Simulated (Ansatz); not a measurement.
**Geometry relaxation, with input and output: SiH4O2**

- system: SiH4O2
- method: RKS PBE0-D4/def2-TZVP (Ansatz 0.2.0)

Figures and captions count atoms from 1; the log counts them from 0 in places.

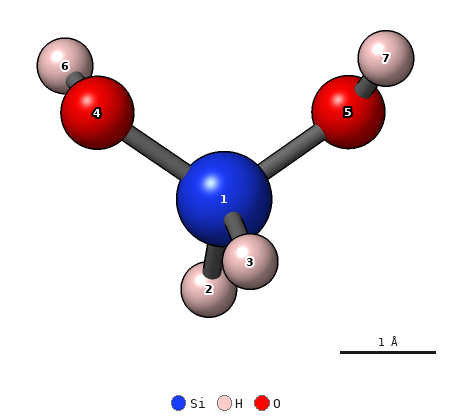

Figure 1. The structure as given in the input (ball-and-stick view, seen at a tilt; atoms are numbered from 1 in the order of the input).

## The input
```yaml
crystal:
  periodic: [false, false, false]
  atoms:
    - {symbol: Si, position_ang: [-0.651017, 0.247878, 0.747787]}
    - {symbol: H, position_ang: [-1.463380, -0.986390, 0.695684]}
    - {symbol: H, position_ang: [-0.923155, 1.083847, 1.936761]}
    - {symbol: O, position_ang: [-0.909937, 1.223375, -0.536606]}
    - {symbol: O, position_ang: [0.909459, -0.325402, 0.797270]}
    - {symbol: H, position_ang: [-0.796104, 0.838210, -1.410161]}
    - {symbol: H, position_ang: [1.598213, 0.305616, 1.018940]}
basis:
  gaussian: {orbitals: def2-TZVP}
hamiltonian: {xc: pbe0, dispersion: d4}
relax: {f_tol: 0.005, max_steps: 200}
```

Machine: 4 threads of Arm Neoverse V2, 23 GiB of memory available, shared host.

Run as:
```bash
ansatz run in.yaml --threads 4 --pin off --events-out ev --progress --plain --max-ram 9574MiB
```

## Output
```
Functional definition: PBE0
  name "PBE0"
  cite "Adamo & Barone, J. Chem. Phys. 110, 6158 (1999) doi:10.1063/1.478522"
  cite "Perdew, Burke & Ernzerhof, Phys. Rev. Lett. 77, 3865 (1996) doi:10.1103/PhysRevLett.77.3865"
  parent pbe
  parameter a = 0.25
  parameter kappa = 0.804
  parameter beta = 0.06672455060314922
  exchange = (1 - a)*pbe_x(kappa = kappa, mu = beta*pi^2/3) + a*exact_x
  correlation = pbe_c(beta = beta)
746 factors; their error is unknown
mean field evaluation 1: about -12026.2109 eV, gradient 7.0e1 eV
mean field evaluation 2: about -12014.2909 eV, gradient 1.1e2 eV
mean field evaluation 4: about -12033.6588 eV, gradient 1.7e0 eV
mean field evaluation 8: about -12033.6625 eV, gradient 1.8e-2 eV
mean field evaluation 16: about -12033.7048 eV, gradient 4.5e-5 eV
mean field -12033.70477594 eV, -442.2304937776 hartree, gradient 4.5e-5 eV, S^2 0.000000; 0 other end points of the search recorded, 0 dependent functions left out
the calculation of the forces begins
reference -12033.70480158 eV, -442.2304947199 hartree; 17, 17 occupied and 106, 106 virtual orbitals, 746 factors
relax step   1: F+E_penalty+E_count = -12033.78220733 eV  Δ(F+E_penalty+E_count) = +0.000e0 eV  max|allowed force component| = 8.232e-1 eV/Å  Δτ_max = 0.0000 Å  (24 SCF iters, accepted)
these checks for a lower state are left out or cut short: starts, cluster_reference, orbital_swaps, neighbouring_geometries, increment
746 factors; their error is unknown
mean field -12033.71298356 eV, -442.2307954021 hartree, gradient 1.1e-5 eV, S^2 0.000000; 0 other end points of the search recorded, 0 dependent functions left out
the calculation of the forces begins
reference -12033.71300917 eV, -442.2307963435 hartree; 17, 17 occupied and 106, 106 virtual orbitals, 746 factors
relax step   2: F+E_penalty+E_count = -12033.79040638 eV  Δ(F+E_penalty+E_count) = -8.199e-3 eV  max|allowed force component| = 4.386e-1 eV/Å  Δτ_max = 0.0157 Å  (30 SCF iters, accepted)
these checks for a lower state are left out or cut short: starts, cluster_reference, orbital_swaps, neighbouring_geometries, increment
746 factors; their error is unknown
mean field -12033.71616848 eV, -442.2309124460 hartree, gradient 1.1e-5 eV, S^2 0.000000; 0 other end points of the search recorded, 0 dependent functions left out
the calculation of the forces begins
reference -12033.71619411 eV, -442.2309133877 hartree; 17, 17 occupied and 106, 106 virtual orbitals, 746 factors
relax step   3: F+E_penalty+E_count = -12033.79362040 eV  Δ(F+E_penalty+E_count) = -3.214e-3 eV  max|allowed force component| = 1.186e-1 eV/Å  Δτ_max = 0.0536 Å  (28 SCF iters, accepted)
these checks for a lower state are left out or cut short: starts, cluster_reference, orbital_swaps, neighbouring_geometries, increment
746 factors; their error is unknown
mean field evaluation 32: about -12033.6774 eV, gradient 1.2e-2 eV
mean field -12033.71748031 eV, -442.2309606546 hartree, gradient 1.1e-5 eV, S^2 0.000000; 0 other end points of the search recorded, 0 dependent functions left out
the calculation of the forces begins
reference -12033.71750593 eV, -442.2309615964 hartree; 17, 17 occupied and 106, 106 virtual orbitals, 746 factors
relax step   4: F+E_penalty+E_count = -12033.79490641 eV  Δ(F+E_penalty+E_count) = -1.286e-3 eV  max|allowed force component| = 6.310e-2 eV/Å  Δτ_max = 0.0302 Å  (29 SCF iters, accepted)
these checks for a lower state are left out or cut short: starts, cluster_reference, orbital_swaps, neighbouring_geometries, increment
746 factors; their error is unknown
mean field -12033.71770946 eV, -442.2309690757 hartree, gradient 1.1e-5 eV, S^2 0.000000; 0 other end points of the search recorded, 0 dependent functions left out
the calculation of the forces begins
reference -12033.71773507 eV, -442.2309700168 hartree; 17, 17 occupied and 106, 106 virtual orbitals, 746 factors
relax step   5: F+E_penalty+E_count = -12033.79513540 eV  Δ(F+E_penalty+E_count) = -2.290e-4 eV  max|allowed force component| = 7.751e-3 eV/Å  Δτ_max = 0.0126 Å  (29 SCF iters, accepted)
these checks for a lower state are left out or cut short: starts, cluster_reference, orbital_swaps, neighbouring_geometries, increment
746 factors; their error is unknown
mean field -12033.71773472 eV, -442.2309700040 hartree, gradient 1.1e-5 eV, S^2 0.000000; 0 other end points of the search recorded, 0 dependent functions left out
the calculation of the forces begins
reference -12033.71776031 eV, -442.2309709447 hartree; 17, 17 occupied and 106, 106 virtual orbitals, 746 factors
relax step   6: F+E_penalty+E_count = -12033.79515960 eV  Δ(F+E_penalty+E_count) = -2.420e-5 eV  max|allowed force component| = 5.741e-3 eV/Å  Δτ_max = 0.0053 Å  (29 SCF iters, accepted)
these checks for a lower state are left out or cut short: starts, cluster_reference, orbital_swaps, neighbouring_geometries, increment
746 factors; their error is unknown
mean field -12033.71774616 eV, -442.2309704246 hartree, gradient 1.1e-5 eV, S^2 0.000000; 0 other end points of the search recorded, 0 dependent functions left out
the calculation of the forces begins
reference -12033.71777176 eV, -442.2309713653 hartree; 17, 17 occupied and 106, 106 virtual orbitals, 746 factors
relax step   7: F+E_penalty+E_count = -12033.79516641 eV  Δ(F+E_penalty+E_count) = -6.812e-6 eV  max|allowed force component| = 5.835e-4 eV/Å  Δτ_max = 0.0023 Å  (29 SCF iters, accepted)
746 factors; their error is unknown
mean field evaluation 64: about -12033.6739 eV, gradient 1.3e0 eV
```

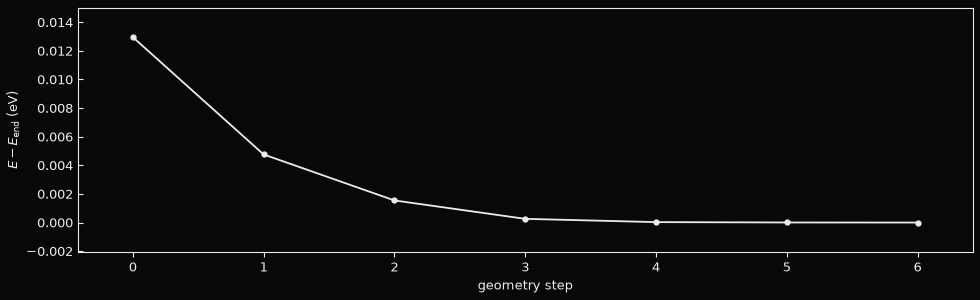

Figure 2. Progress of the relaxation, step by step (the first geometry is step 0 here and step 1 in the log).

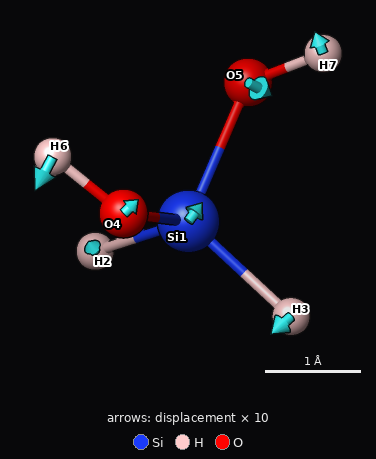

Figure 3. The starting structure with the displacements as teal arrows, magnified 10 times (ball-and-stick view, seen at a tilt). The two geometries are laid on each other by the best rigid fit. Over 6 geometry steps the energy falls by 0.013 eV. Largest force component: 0.82 eV/Å at the start, 0.00058 eV/Å at the end. H6 moves most after the best rigid fit: 0.042 Å. By element the largest moves are H 0.042 Å, O 0.039 Å, Si 0.027 Å. Among the contacts that change: Si1–O5 1.663 → 1.642 Å, Si1–O4 1.633 → 1.642 Å. (Atoms are counted from 1 in the order of the input.)

```
mean field -12033.71774616 eV, -442.2309704246 hartree, gradient 6.2e-5 eV, S^2 0.000000; 1 other end points of the search recorded, 0 dependent functions left out
the calculation of the forces begins
reference -12033.71777176 eV, -442.2309713653 hartree; 17, 17 occupied and 106, 106 virtual orbitals, 746 factors
Total energy: -12033.79519201 eV, -442.2338165070 hartree
Atom 0 at    -0.625491     0.241917     0.753632 Å, force     0.000223    -0.000007    -0.000310 eV/Å
Atom 1 at    -1.457731    -0.980883     0.678423 Å, force    -0.000050     0.000082    -0.000124 eV/Å
Atom 2 at    -0.951029     1.089822     1.923506 Å, force     0.000166    -0.000019    -0.000016 eV/Å
Atom 3 at    -0.888130     1.227827    -0.532579 Å, force    -0.000584     0.000508    -0.000065 eV/Å
Atom 4 at     0.910604    -0.331665     0.835803 Å, force     0.000238    -0.000533     0.000437 eV/Å
Atom 5 at    -0.838034     0.841607    -1.408205 Å, force    -0.000195    -0.000190    -0.000191 eV/Å
Atom 6 at     1.613891     0.298509     0.999096 Å, force     0.000201     0.000160     0.000269 eV/Å
Dipole moment:     0.157460     0.050996    -0.148882 e Å
```

## Trajectory as extended XYZ (Å, eV, eV/Å), 7 frames, from step=1 to step=7
```
7
Properties=species:S:1:pos:R:3:forces:R:3 step=1 energy=-12033.78221
Si   -0.6510    0.2479    0.7478    0.8232  -0.3420   0.1851
H    -1.4634   -0.9864    0.6957   -0.0708   0.0057  -0.0218
H    -0.9232    1.0838    1.9368   -0.0993   0.0495  -0.0127
O    -0.9099    1.2234   -0.5366   -0.0951   0.0683  -0.2779
O     0.9095   -0.3254    0.7973   -0.4479   0.1848   0.0338
H    -0.7961    0.8382   -1.4102   -0.0374   0.0779   0.1292
H     1.5982    0.3056    1.0189   -0.0726  -0.0441  -0.0358
7
Properties=species:S:1:pos:R:3:forces:R:3 step=2 energy=-12033.79041
Si   -0.6379    0.2452    0.7497    0.4386  -0.2321   0.1174
H    -1.4646   -0.9812    0.6945   -0.0168  -0.0045  -0.0171
H    -0.9375    1.0860    1.9307   -0.0191   0.0228  -0.0107
O    -0.9089    1.2229   -0.5343   -0.0406   0.0676  -0.1316
O     0.9141   -0.3288    0.8015   -0.3370   0.1271   0.0345
H    -0.8041    0.8403   -1.4077   -0.0217   0.0305   0.0268
H     1.6030    0.3028    1.0152   -0.0033  -0.0114  -0.0192
7
Properties=species:S:1:pos:R:3:forces:R:3 step=3 energy=-12033.79362
Si   -0.6330    0.2409    0.7566   -0.0631   0.0312   0.0788
H    -1.4611   -0.9846    0.6861   -0.0097  -0.0013  -0.0101
H    -0.9550    1.0842    1.9305   -0.0418   0.0235  -0.0188
O    -0.8929    1.2258   -0.5305    0.0143   0.0065  -0.0006
O     0.8999   -0.3280    0.8502    0.1186  -0.0712  -0.0561
H    -0.8053    0.8452   -1.4056   -0.0147  -0.0026  -0.0130
H     1.6115    0.3036    0.9623   -0.0037   0.0139   0.0197
7
Properties=species:S:1:pos:R:3:forces:R:3 step=4 energy=-12033.79491
Si   -0.6294    0.2413    0.7554    0.0402  -0.0187  -0.0010
H    -1.4605   -0.9825    0.6847    0.0016   0.0002   0.0023
H    -0.9518    1.0904    1.9255    0.0018  -0.0042  -0.0008
O    -0.8972    1.2259   -0.5307    0.0105  -0.0070  -0.0264
O     0.9092   -0.3319    0.8288    0.0071   0.0631   0.0177
H    -0.8181    0.8431   -1.4063   -0.0115   0.0121   0.0201
H     1.6119    0.3009    0.9923   -0.0496  -0.0455  -0.0120
7
Properties=species:S:1:pos:R:3:forces:R:3 step=5 energy=-12033.79514
Si   -0.6269    0.2415    0.7548    0.0037   0.0007  -0.0022
H    -1.4589   -0.9820    0.6816    0.0046   0.0045  -0.0018
H    -0.9535    1.0896    1.9246    0.0029  -0.0025  -0.0059
O    -0.8897    1.2271   -0.5319    0.0011  -0.0013   0.0067
O     0.9098   -0.3315    0.8356   -0.0078  -0.0001   0.0001
H    -0.8306    0.8432   -1.4081   -0.0022  -0.0028   0.0014
H     1.6139    0.2992    0.9931   -0.0023   0.0014   0.0017
7
Properties=species:S:1:pos:R:3:forces:R:3 step=6 energy=-12033.79516
Si   -0.6260    0.2417    0.7541    0.0005  -0.0015   0.0005
H    -1.4577   -0.9815    0.6794   -0.0007   0.0009   0.0000
H    -0.9520    1.0901    1.9236    0.0004  -0.0011   0.0005
O    -0.8882    1.2274   -0.5321   -0.0030   0.0057  -0.0041
O     0.9101   -0.3316    0.8359    0.0005  -0.0055   0.0011
H    -0.8358    0.8424   -1.4081   -0.0004  -0.0020   0.0004
H     1.6138    0.2986    0.9969    0.0026   0.0035   0.0015
7
Properties=species:S:1:pos:R:3:forces:R:3 step=7 energy=-12033.79517
Si   -0.6255    0.2419    0.7536    0.0002   0.0000  -0.0003
H    -1.4577   -0.9809    0.6784   -0.0001   0.0001  -0.0001
H    -0.9510    1.0898    1.9235    0.0002   0.0000   0.0000
O    -0.8881    1.2278   -0.5326   -0.0006   0.0005  -0.0001
O     0.9106   -0.3317    0.8358    0.0002  -0.0005   0.0004
H    -0.8380    0.8416   -1.4082   -0.0002  -0.0002  -0.0002
H     1.6139    0.2985    0.9991    0.0002   0.0002   0.0003
```

## Key numbers

- outcome: converged
- total energy: −12033.7952 eV
- mean-field energy: −12033.7178 eV
- dispersion energy: −0.0774 eV
- SCF solution under orbital rotations: stable
- largest force (length of the vector) at the end: 0.001 eV/Å
- dipole moment: 1.07 D
- wall time: 6.5 s (CPU time 23 s)
- peak memory: 0.5 GiB
